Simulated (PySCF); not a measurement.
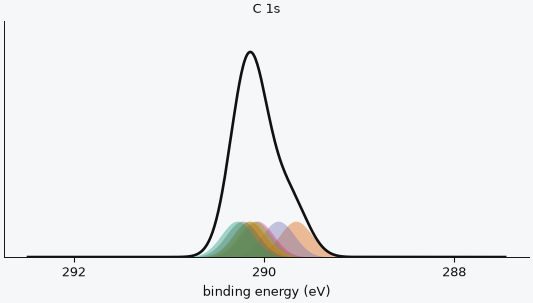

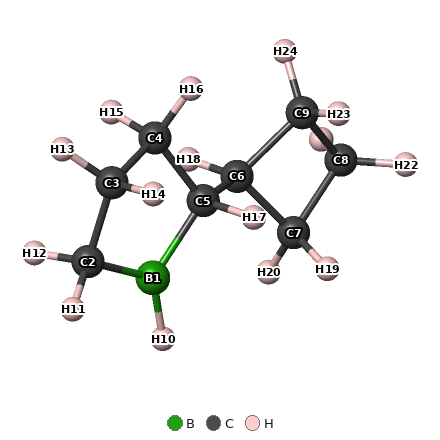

Simulated XPS of C₈H₁₅B, SMILES B1CCC[C@@H]1C1CCC1. Vertical core-electron binding energies by ΔSCF (SCAN, pcX-2 on the ionised atom, pcseg-1 elsewhere, spin-free X2C; PySCF, at a PBE0-D3(BJ)/def2-SVP geometry (no frequency check)), gas phase, against the vacuum level. One atom of each kind was ionised; within a panel, areas follow the number of like atoms, Gaussians of 0.4 eV full width. Only the regions named are shown. Lines closer than the width merge in the curve.

> Which atoms give which peak?

```tsv
level	atoms	binding energy (eV)
C 1s	C3	290.3
C 1s	C8	290.2
C 1s	C4	290.2
C 1s	C6	290.1
C 1s	C7	290.1
C 1s	C9	290.1
C 1s	C2	289.9
C 1s	C5	289.7
```

> How large is the chemical shift across the C 1s region?

0.6 eV, from C5 at 289.7 eV to C3 at 290.3 eV.

Caveats: one conformer of a flexible molecule.
